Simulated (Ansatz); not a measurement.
# TiTe2, pressure series

Take TiTe2 in the CdI2 type structure (space group P-3m1, No. 164; a = 3.697 Å, c = 6.384 Å; layered, stacked along the Cartesian z axis) as the base.

Cell and atoms are relaxed at each pressure.

All numbers come from PBE-D3(BJ) (Ansatz, a quantum-chemistry and plane-wave program, PAW, spin-orbit coupling left out).

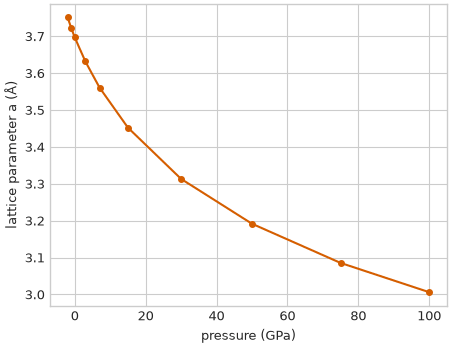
Figure. Lattice parameter a against pressure

```json
[
 {"pressure (GPa)": "-2", "lattice parameter a": "3.751 Å"},
 {"pressure (GPa)": "-1", "lattice parameter a": "3.723 Å"},
 {"pressure (GPa)": "3", "lattice parameter a": "3.632 Å"},
 {"pressure (GPa)": "7", "lattice parameter a": "3.561 Å"},
 {"pressure (GPa)": "15", "lattice parameter a": "3.452 Å"},
 {"pressure (GPa)": "30", "lattice parameter a": "3.313 Å"},
 {"pressure (GPa)": "50", "lattice parameter a": "3.192 Å"},
 {"pressure (GPa)": "75", "lattice parameter a": "3.086 Å"},
 {"pressure (GPa)": "100", "lattice parameter a": "3.006 Å"}
]
```

Load acts through the strain it causes; cell and atoms are relaxed under it. Whether these cells are dynamically stable was not tested. No other phases were tried under pressure. The final runs are not spin-polarised.
